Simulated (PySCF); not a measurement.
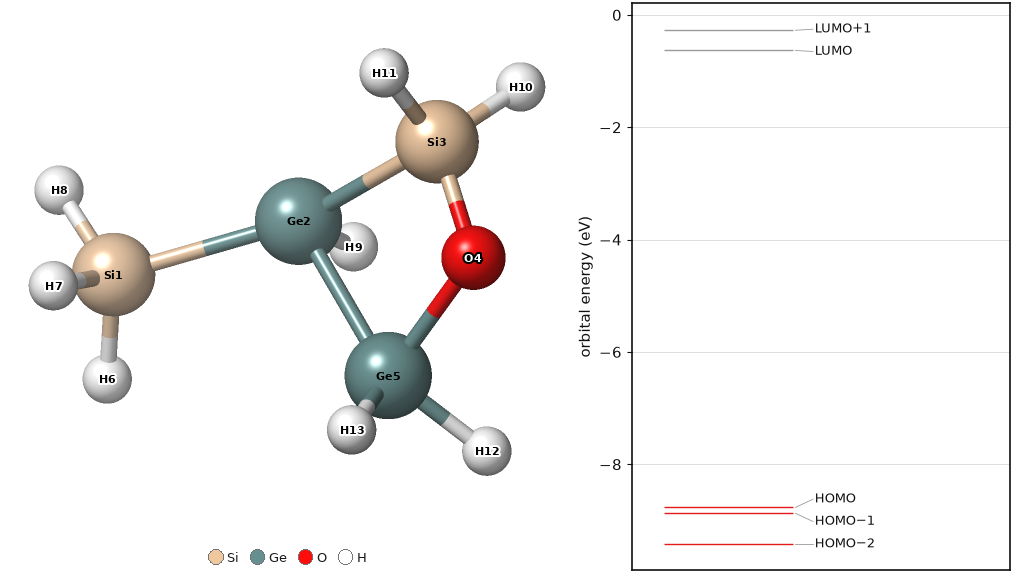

Ge₂Si₂H₈O, SMILES [SiH3][Ge@H]1[SiH2][O][GeH2]1, singlet. Kohn-Sham orbital energies near the frontier, CAM-B3LYP/def2-SVPD in PySCF 2.14.0, at a GFN2-xTB geometry (no frequency check), isolated molecule; empty levels in grey, levels within 0.03 eV side by side.

### Where do the frontier orbitals lie?

HOMO at −8.77 eV, LUMO at −0.63 eV, 8.14 eV apart.

### On which atoms do HOMO and LUMO mostly sit?

HOMO: Ge2 32 %, Ge5 30 %, Si3 10 %. LUMO: Ge2 32 %, Ge5 29 %, H12 8 % (Löwdin shares).

### List the levels with the atoms that carry most of them (a dash for levels above zero or within 0.03 eV of another, where shares mean little).

```csv
orbital,energy (eV),Löwdin shares
LUMO+1,−0.27,"Ge2 23 %, Si3 21 %, Si1 19 %"
LUMO,−0.63,"Ge2 32 %, Ge5 29 %, H12 8 %"
HOMO,−8.77,"Ge2 32 %, Ge5 30 %, Si3 10 %"
HOMO−1,−8.87,"O4 28 %, Ge2 27 %, Si3 14 %"
HOMO−2,−9.42,"O4 37 %, Ge5 14 %, Si3 10 %"
```

Caveats: the tight-binding geometry is rougher than a DFT one and adds to the error; empty levels above zero depend strongly on the basis.
